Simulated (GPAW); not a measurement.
Consider zinc-blende (GaP)1-x(InP)x, x = 0.875.

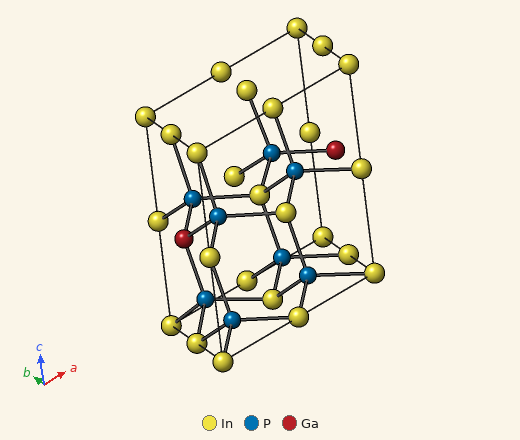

The structure (indium yellow, phosphorus blue, gallium red). Bonds to atoms that aren't drawn are left out. Some periodic images of atoms are drawn too.

```cif
data_structure
_symmetry_space_group_name_H-M 'P 1'
_symmetry_Int_Tables_number 1
_cell_length_a 8.2261
_cell_length_b 8.2261
_cell_length_c 8.2261
_cell_angle_alpha 60.000
_cell_angle_beta 60.000
_cell_angle_gamma 60.000
_cell_volume 393.61
loop_
_atom_site_label
_atom_site_type_symbol
_atom_site_fract_x
_atom_site_fract_y
_atom_site_fract_z
_atom_site_occupancy
In1 In 0.00033 0.99903 0.99788 1
P2 P 0.12549 0.12455 0.12275 1
In3 In 0.99990 0.00084 0.49774 1
P4 P 0.12089 0.13869 0.61848 1
In5 In 0.99978 0.49973 0.00008 1
P6 P 0.12002 0.61958 0.13930 1
Ga7 Ga 0.99957 0.49956 0.50040 1
P8 P 0.11885 0.62096 0.62028 1
In9 In 0.50021 0.99971 0.00004 1
P10 P 0.62496 0.12455 0.12487 1
In11 In 0.50051 0.99666 0.50031 1
P12 P 0.62474 0.12275 0.62523 1
In13 In 0.49935 0.50001 0.99887 1
P14 P 0.62447 0.62491 0.12406 1
In15 In 0.49839 0.49793 0.49924 1
P16 P 0.63872 0.61743 0.61960 1
```

Absorber: atom 2, with 4 In at 2.52 Å (tetrahedral). Method: GPAW, LDA, excited-electron core hole (neutral cell), 16-atom cell with 8.2 Å between holes, 4×4×4 k points, dipole transitions, Gaussian full width 0.9 eV up to 4 eV, rising linearly to 3.5 eV at 25 eV.

Question: What does the P K edge look like?

Main maxima up to 24 eV above the zero (height): 2.1 eV (1.79), 3.9 eV (2.19), 6.4 eV (1.58) and 13.3 eV (1.08). A K edge sees empty p states on the absorber. The total-energy difference is 2146.91 eV. One term is added: -15.84 eV, since the hole is spin-paired here and a spin-polarised one costs that much less in the free atom (computed apart). The photon energy is then 2131.07 eV. The functional leaves an error in such absolute values: in the free atom LDA prices this hole 8.5 eV below PBE (computed apart), and PBE is itself good to a few eV.

The P K spectrum (energy from the bottom of the conduction band, which holds the excited electron; intensity scaled to a mean of 1 over the first 20 eV):

| E (eV) | intensity |
| --- | --- |
| -2.0 | 0.00 |
| -0.5 | 0.00 |
| 1.0 | 0.59 |
| 2.5 | 1.73 |
| 4.0 | 2.17 |
| 5.5 | 1.21 |
| 7.0 | 1.30 |
| 8.5 | 1.02 |
| 10.0 | 0.53 |
| 11.5 | 0.79 |
| 13.0 | 1.07 |
| 14.5 | 0.99 |
| 16.0 | 0.76 |
| 17.5 | 0.58 |
| 19.0 | 0.63 |
| 20.5 | 0.74 |
| 22.0 | 0.80 |
| 23.5 | 1.02 |
| 25.0 | 1.12 |
| 26.5 | 0.97 |
| 28.0 | 0.85 |

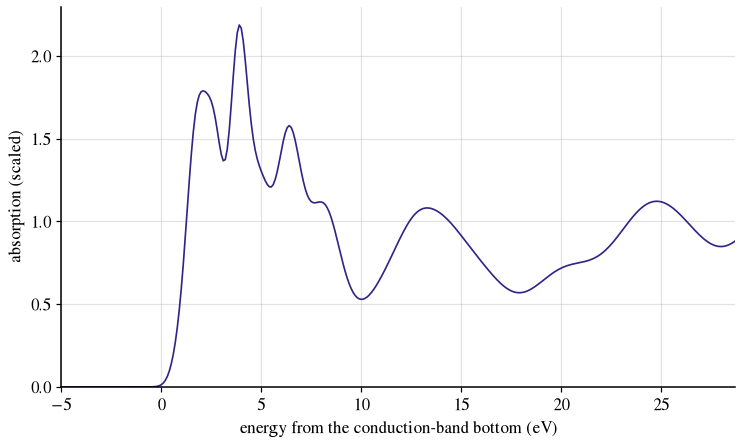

The P K edge.

The mesh is coarse (0.23 Å⁻¹ between points), so small maxima may be mesh ripples. Lifetime broadening is put in by hand, and intensities beyond about 20 eV depend on it and on the partial waves.

[Banner, clock and machine lines of the logs are left out without a mark of their own.]

[Logs are printed without paths, hosts, clocks, repeated set-up lines and the standing remarks that a program may print on its own settings, such as how far it seeks lower states.]

[Hosts, paths, dates, database ids (printed as entryN), source tags and the programs' standing remarks are cut or masked in the printed files.]

[Lists of maxima count a maximum above −3 eV only where it reaches 4 % of the highest in the window and stands out from its surroundings by 2 % of it (1.5 % where it reaches 55 %); shoulders and weaker maxima are passed over, and of the rest the first, up to two pre-edge ones and the few strongest are named.]
